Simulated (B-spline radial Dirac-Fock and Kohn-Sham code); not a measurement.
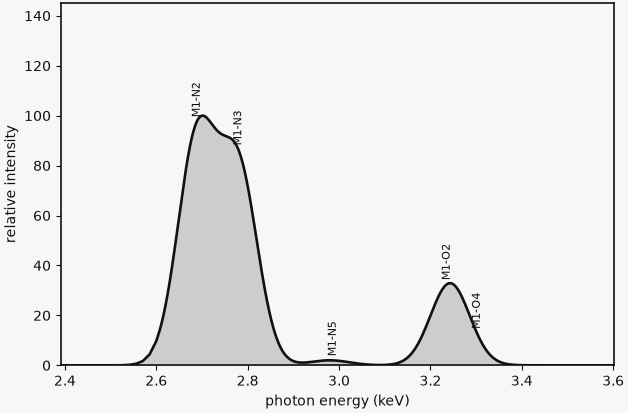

X-ray emission lines that fill an M1 (3s) hole, broadened by a Gaussian of 99 eV full width, as by a silicon detector. Lines at much lower energy are not shown. Multiplet splitting by the open shell is left out. It refers to the platinum atom in the configuration [Xe] 4f14 5d9 6s1. Method: independent-particle rates on relativistic LDA orbitals of the hole state (multipoles to L = 3), energies from Dirac–Fock ΔSCF (computed with a B-spline radial atomic code). Widths ruled by Coster–Kronig decay come out up to twice the measured ones in this model.

Q: How far apart are M1-N2 and M1-N3, and what is their intensity ratio?

A: 90.9 eV apart, with M1-N3 at 0.86 of the intensity of M1-N2.

Q: Which line is the strongest, where is it and what share of the photons does it carry?

A: M1-N2 at 2.6889 keV, 39.1 % of the radiative decays.
